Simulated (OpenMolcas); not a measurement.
AlH2O: a line through the functionals

AlH2O: 4 atoms, total charge 0, spin state doublet. SMILES: `[O][AlH2]`. The shape is that of a PBE0-D4/def2-TZVP optimisation.

The dipole moment y, in D, basis def2-TZVPP; a is the functional's share of exact exchange. Programs: OpenMolcas 26.06.

| functional | program | a | y (D) |
| --- | --- | --- | --- |
| UBLYP | OpenMolcas | 0 | 2.08 |
| U-revPBE | OpenMolcas | 0 | 1.96 |
| UB3LYP | OpenMolcas | 0.2 | 1.80 |
| UPBE0 | OpenMolcas | 0.25 | ? |
| UBHLYP | OpenMolcas | 0.5 | 1.70 |

Task: Fit y = c + s·a to the known rows and predict UPBE0.

Result: 
1. Means of the 4 rows: a = 0.1750, y = 1.885.
2. Σ(Δa)² = 0.1675, Σ(Δa·Δy) = -0.1095, so the slope is -0.1095/0.1675 = -0.65373.
3. Intercept: 1.885 − (-0.65373) × 0.1750 = 1.999. The largest residual of the fit is 0.081.
4. UPBE0: 1.999 + (-0.65373) × 0.25 = 1.84 D.

The run gave 1.73 D, so the prediction is off by +0.11 D, about the scatter of the fit. The rows mix families of semi-local functionals, which the line can't see.

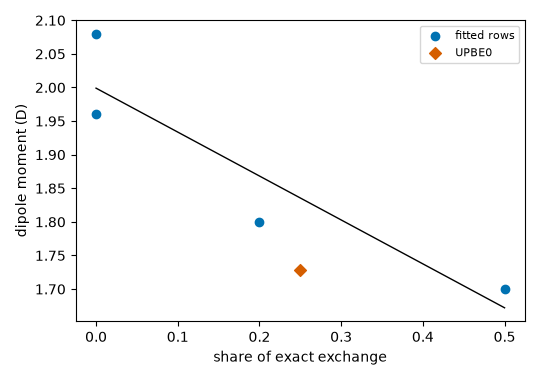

The fitted line, with the withheld row.
